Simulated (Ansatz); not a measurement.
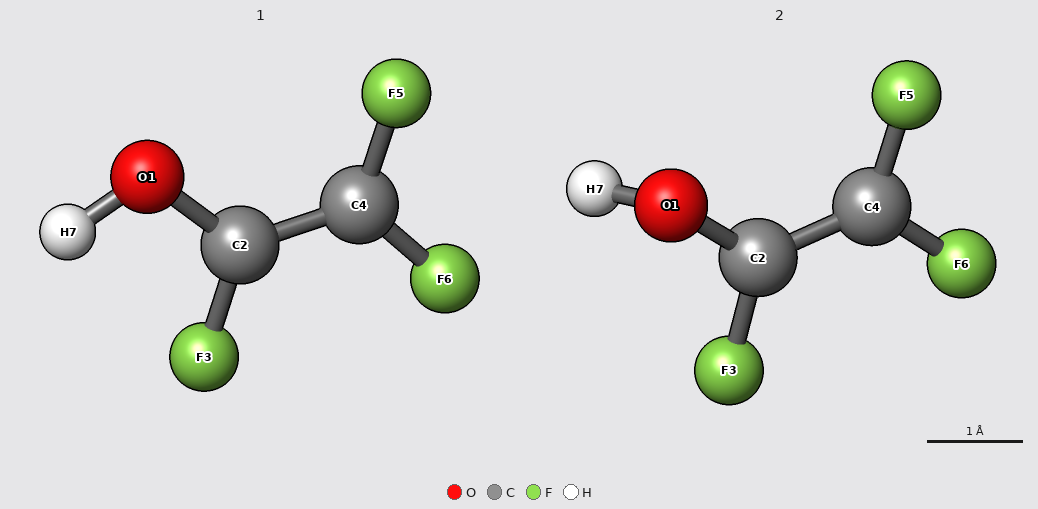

Two geometries of C₂HF₃O, drawn at one scale. One is the start of a relaxation, the other its converged end. The picture is a ball-and-stick view, seen at a tilt.

Level of theory: RKS PBE0/def2-SVP (Ansatz 0.2.0). (no spin polarisation; force threshold 0.015 eV/Å; at most 40 steps)

Which of the two is the end point?

Answer. Structure 2 is the relaxed one. The run prepares an end point of a later path (torsion) calculation, from a guessed geometry. H7 moves most after the best rigid fit: 0.51 Å. By element the largest moves are H 0.51 Å, O 0.37 Å, F 0.16 Å, C 0.14 Å. Some distances before and after: C4–F5 1.370 → 1.311 Å, O1–H7 1.024 → 0.967 Å, O1–C2 1.367 → 1.332 Å, C4–F6 1.336 → 1.311 Å. Bond angles that change, for instance: F5–C4–F6 120.1° → 112.9°, C2–C4–F5 117.2° → 123.4°, C2–O1–H7 104.3° → 109.7°. Groups turn about O1–C2 by about 60°. The energy falls by 0.372 eV in 12 accepted moves (13 points after the start). The largest force component goes from 2.7 to 0.0082 eV/Å. The line search rejected the trial step at point 8 of the run.
